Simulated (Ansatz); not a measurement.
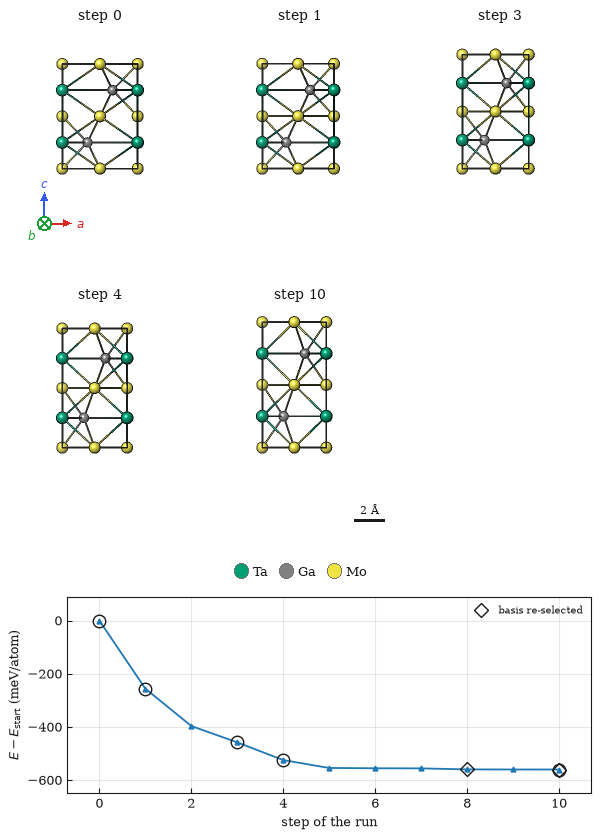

Frames of a relaxation of a crystal of TaGaMo3 (a generated structure, set up in P6_3/mmc) (coarse preliminary run), marked on the history of the run. Style: ball-and-stick. Shown: the cell of the calculation, along the b axis.

The calculation used DFT PBE, scalar-relativistic, plane waves, PAW in Ansatz. Set-up: plane-wave cutoff 420 eV; k-point mesh 3 × 3 × 4; occupations gaussian; smearing width 0.1 eV; no spin polarisation; cell and atoms relaxed; force threshold 0.04 eV/Å; at most 70 steps.

Question: Describe the path.

Answer: Over 8 accepted moves (10 points after the start) the energy falls by 560 meV per atom. All forces vanish by symmetry, so only the cell relaxes. The pressure goes from −17.79 to 0.05 GPa. The SCF was repeated twice at an unchanged geometry on a basis and grid sized afresh for the cell, which shifted the energy by 3.9 meV per atom at most. The atoms keep their places relative to the cell (all moves are under 0.005 Å). Cell: a = b 5.891 → 4.998 Å (−15.2 %), c 7.078 → 8.488 Å (+19.9 %). Volume −13.7 %. Some distances before and after: Ta–Ta 3.539 → 4.244 Å, Ga–Ta 3.401 → 2.886 Å, Mo–Mo 2.946 → 2.499 Å, Mo–Ta 3.436 → 3.279 Å. Bond angles that change, for instance: Ta–Mo–Ta 62.0° → 80.7°, Ta–Mo–Ta 118.0° → 99.3°, Ta–Mo–Ga 111.8° → 122.4°. The space group stays P6_3/mmc (No. 194). From step 0 to 1: volume −9.3 %, energy −256 meV per atom. From step 1 to 3: volume −6.6 %, energy −202 meV per atom. From step 3 to 4: volume −0.7 %, energy −66.7 meV per atom. From step 4 to 10: volume +2.7 %, energy −35.4 meV per atom.

```json
{"step": "0", "E − E(0), meV/atom": "0.00", "pressure, GPa": "-17.79", "volume, Å³/atom": "21.275", "note": ""}
{"step": "1", "E − E(0), meV/atom": "-255.83", "pressure, GPa": "-7.36", "volume, Å³/atom": "19.295", "note": ""}
{"step": "2", "E − E(0), meV/atom": "-396.54", "pressure, GPa": "3.16", "volume, Å³/atom": "18.043", "note": ""}
{"step": "3", "E − E(0), meV/atom": "-458.10", "pressure, GPa": "2.86", "volume, Å³/atom": "18.013", "note": ""}
{"step": "4", "E − E(0), meV/atom": "-524.78", "pressure, GPa": "3.75", "volume, Å³/atom": "17.880", "note": ""}
{"step": "5", "E − E(0), meV/atom": "-554.37", "pressure, GPa": "2.22", "volume, Å³/atom": "18.095", "note": ""}
{"step": "6", "E − E(0), meV/atom": "-555.55", "pressure, GPa": "-0.97", "volume, Å³/atom": "18.419", "note": ""}
{"step": "7", "E − E(0), meV/atom": "-555.90", "pressure, GPa": "0.01", "volume, Å³/atom": "18.319", "note": ""}
{"step": "8", "E − E(0), meV/atom": "-559.82", "pressure, GPa": "0.37", "volume, Å³/atom": "18.319", "note": "same geometry, new basis"}
{"step": "9", "E − E(0), meV/atom": "-560.14", "pressure, GPa": "0.05", "volume, Å³/atom": "18.365", "note": ""}
{"step": "10", "E − E(0), meV/atom": "-560.16", "pressure, GPa": "0.05", "volume, Å³/atom": "18.365", "note": "same geometry, new basis"}
```
